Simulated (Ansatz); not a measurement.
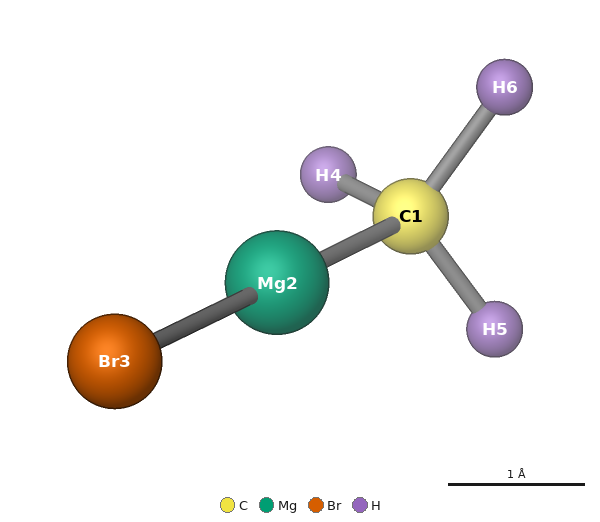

The picture comes from a calculation with Ansatz.

Orthographic view. Depth is shown by fading: the farther an atom, the more it takes the colour of the background. Geometry: atoms displaced at random (about 0.05 Å) from a stationary point of GFN2-xTB.

Give the distance matrix in Å.

```
atom    C1   Mg2   Br3    H4    H5    H6
  C1  0.00                              
 Mg2  2.06  0.00                        
 Br3  4.38  2.32  0.00                  
  H4  1.03  2.66  4.89  0.00            
  H5  1.07  2.59  4.81  1.75  0.00      
  H6  1.19  2.70  4.92  1.74  1.84  0.00
```
